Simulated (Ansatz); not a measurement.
One stationary structure of YN. Space group Fm-3m (No. 225), rock salt type. All values below come from r2SCAN (plane waves to 500 eV, PAW, scalar-relativistic; Ansatz, an electronic-structure program).

Space group Fm-3m (No. 225); a = b = c = 4.896 Å, α = β = γ = 90.00°

| atom | site | symmetry | x | y | z |
|---|---|---|---|---|---|
| Y | 4b | m-3m | 0.5000 | 0.5000 | 0.5000 |
| N | 4a | m-3m | 0.0000 | 0.0000 | 0.0000 |
(The calculation used a cell of 2 atoms; values per cell refer to that cell.)

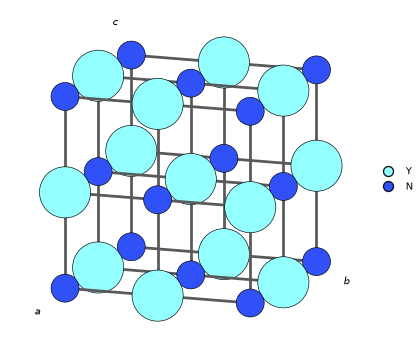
Fig. 1. The conventional cell of the relaxed structure

For YN, the volume per atom is 14.67 Å³ and the band gap is 0.58 eV, indirect (valence top at Γ, conduction bottom at X) (no spin-orbit coupling). The smallest direct gap comes out as 0.98 eV at X, the shortest distances comes out as N–Y 2.45 Å; Y–Y 3.46 Å; N–N 3.46 Å and the k-mesh comes out as 12×12×12.

Band energies at high-symmetry points (eV from the VBM; labels of this space group; no spin-orbit coupling), from −5 eV up to 3.3 eV:

| point | energies |
|---|---|
| Γ | 0.00 0.00 0.00 |
| X | -1.53 -0.40 -0.40 0.58 |
| U | -2.17 -1.60 -1.34 2.86 |
| K | -2.17 -1.60 -1.34 2.86 |
| L | -4.05 -2.28 -2.28 |
| W | -2.18 -1.53 -1.53 |

No spin polarisation in the result.

Measured for YN: a 4.877 Å (as listed in G. Soto, M.G. Moreno-Armenta, A. Reyes-Serrato, Computational Materials Science (2007)). Computed minus measured — a: r2SCAN +0.4 %. The computed values are for a static lattice.

The run could not lose the symmetry of its start.
